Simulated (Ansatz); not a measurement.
**AlS (doublet): inputs that go wrong at distance Al1–S2 = 2.839 Å**

5 inputs are run for AlS (doublet) as typed; the log has to tell whether the result can be used and what must change.

Program: Ansatz 0.2.0, Gaussian basis. Level of theory: the settings change from run to run. These are calculated values, not measurements.

28 further runs of the same task are left out: 2 for a known fault of the program, 25 that didn't finish, 1 set aside as unsound or not needed.

## Step 1: The system

The geometry derives from a PBE0/def2-TZVP stationary point (not a proven minimum). One bond is set to the value named and the two fragments are kept rigid.

2 atoms, charge 0, spin multiplicity 2.

Atoms are counted from 1 here; the program's logs count them from 0.

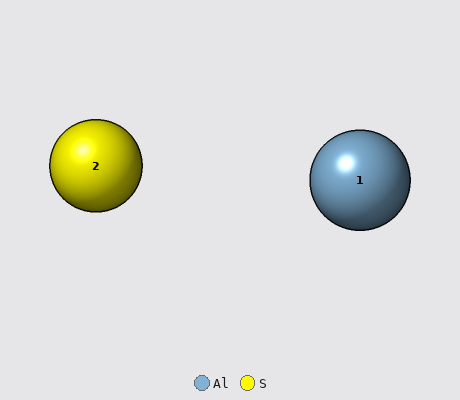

The structure; aluminium light blue, sulfur yellow; atoms are numbered from 1 in the order of the file.

## Step 2: Input 1

The input, in.yaml:

```yaml
crystal:
  periodic: [false, false, false]
  atoms:
    - {symbol: Al, position_ang: [0.000000, 0.000000, 0.000000]}
    - {symbol: S, position_ang: [0.000000, 0.000000, 2.839000]}
basis:
  gaussian: {orbitals: 6-31G}
magnetization: {spin_polarized: false, initial_magnetization: 1}
hamiltonian: {pseudopotentials: {relativity: scalar}}
correlation: {active_space: {window: {electrons: 1, orbitals: 3}, states: [{multiplicity: 2, weights: [0.5, 0.5, 1, 1]}], root: 1}}
```

On the command line:

```sh
$ ansatz run in.yaml --threads 1 --pin off --events-out ev --progress --plain --max-ram 2393MiB
```

The program printed:

```text
Functional definition: HF
  name "HF"
  cite "Fock, Z. Phys. 61, 126 (1930) doi:10.1007/BF01340294"
  parent pbe
  exchange = exact_x
  correlation = 0
495 factors; integrals over basis functions are off by at most 7.5e-8 eV
mean field evaluation 1: about -17431.0552 eV, gradient 1.9e1 eV
mean field evaluation 2: about -17431.0558 eV, gradient 1.9e1 eV
mean field evaluation 4: about -17434.3665 eV, gradient 3.0e0 eV
mean field evaluation 8: about -17434.5786 eV, gradient 1.5e-1 eV
mean field evaluation 16: about -17434.6420 eV, gradient 5.2e-1 eV
mean field evaluation 32: about -17434.4814 eV, gradient 2.4e0 eV
mean field evaluation 64: about -17435.3371 eV, gradient 2.6e-1 eV
mean field evaluation 96: about -17434.5786 eV, gradient 1.5e-1 eV
mean field -17435.33827355 eV, -640.7368634561 hartree, gradient 1.4e-6 eV, S^2 0.750000; 9 other end points of the search recorded, 0 dependent functions left out
reference -17435.33827355 eV, -640.7368634561 hartree; 15, 14 occupied and 11, 12 virtual orbitals, 495 factors
Error: 4 states are sought, and the space of determinants holds 3 states of this symmetry and spin
```

It took 0.54 s on 1 thread of INTEL XEON PLATINUM 8581C at 2.10GHz, shared host.

Diagnosis: The run stopped with an error. It says: «4 states are sought, and the space of determinants holds 3 states of this symmetry and spin». Cure: ask for fewer states or enlarge the space.

## Step 3: Input 2

The input, in.yaml:

```yaml
crystal:
  periodic: [false, false, false]
  atoms:
    - {symbol: Al, position_ang: [0.000000, 0.000000, 0.000000]}
    - {symbol: S, position_ang: [0.000000, 0.000000, 2.839000]}
basis:
  gaussian: {orbitals: STO-3G}
magnetization: {spin_polarized: false, initial_magnetization: 2}
correlation: {method: ccsd, electrons: all}
scf: {lower_state_search: full}
output: {forces: true}
```

Same command.

The program printed:

```text
Error: a molecule whose nuclei and cores have a total charge of 29 cannot have a net charge of 0 together with 2 unpaired electrons
```

It took 0.03 s on 1 thread of INTEL XEON PLATINUM 8581C at 2.10GHz, shared host.

**Diagnosis.** The run was refused. The number of unpaired electrons doesn't fit the electron count. Fix: make charge and initial_magnetization agree.

## Step 4: Input 3

The input, in.yaml:

```yaml
crystal:
  periodic: [false, false, false]
  atoms:
    - {symbol: Al, position_ang: [0.000000, 0.000000, 0.000000]}
    - {symbol: S, position_ang: [0.000000, 0.000000, 2.839000]}
basis:
  gaussian: {orbitals: aug-cc-pVTZ}
magnetization: {spin_polarized: false, initial_magnetization: 1}
correlation: {method: fci, electrons: all, diis_vectors: 12}
scf: {lower_state_search: full}
output: {forces: true}
```

Launched as before.

The program printed:

```text
Error: "diis_vectors" apply only to coupled cluster; leave them out
```

It took 0.03 s on 1 thread of INTEL XEON PLATINUM 8581C at 2.10GHz, shared host.

**Diagnosis.** The run was refused. It says: «"diis_vectors" apply only to coupled cluster».

## Step 5: Input 4

The input, in.yaml:

```yaml
crystal:
  periodic: [false, false, false]
  atoms:
    - {symbol: Al, position_ang: [0.000000, 0.000000, 2.839000]}
    - {symbol: S, position_ang: [0.000000, 0.000000, 2.839000]}
basis:
  gaussian: {orbitals: "6-31++G**"}
magnetization: {spin_polarized: true, initial_magnetization: 1}
hamiltonian: {xc: hf}
output: {orbitals: {seedname: orbitals}}
```

The command is unchanged.

The program printed:

```text
Error: two nuclei lie on one point
```

Wall time 0.03 s (1 thread of INTEL XEON PLATINUM 8581C at 2.10GHz, shared host).

Diagnosis: The run was refused. One atom lies on top of another. The shortest distance is 0.00 Å, against 2.84 Å in the geometry of step 1. Cure: restore its position.

## Step 6: Input 5

The input, in.yaml:

```yaml
crystal:
  periodic: [false, false, false]
  atoms:
    - {symbol: Al, position_ang: [0.000000, 0.000000, 0.000000]}
    - {symbol: S, position_ang: [0.000000, 0.000000, 2.839000]}
basis:
  gaussian: {orbitals: 6-31G}
magnetization: {spin_polarized: false, initial_magnetization: 1}
correlation: {method: sc_nevpt2, electrons: outside_noble_gas}
accuracy: high
```

Launched as before.

The program printed:

```text
Error: this correlation method needs an active space: name one as the reference
```

Wall time 0.03 s (1 thread of INTEL XEON PLATINUM 8581C at 2.10GHz, shared host).

**Diagnosis.** The run was refused. This method needs an active space and has none. Fix: add an active_space block.

## Step 7: Summary

```csv
input,level,ended,cause,time
1,"CASSCF(1,3)/6-31G",stopped by an error,"4 states are sought, and the space of determinants holds 3 states of this symmetry and spin",0.54 s
2,CCSD on ROHF/STO-3G,refused,the number of unpaired electrons doesn't fit the electron count,0.03 s
3,FCI/aug-cc-pVTZ,refused,"diis_vectors" apply only to coupled cluster,0.03 s
4,HF/6-31++G**,refused,one atom lies on top of another,0.03 s
5,'sc_nevpt2'/6-31G,refused,this method needs an active space and has none,0.03 s
```

1 stopped by an error, 4 refused.
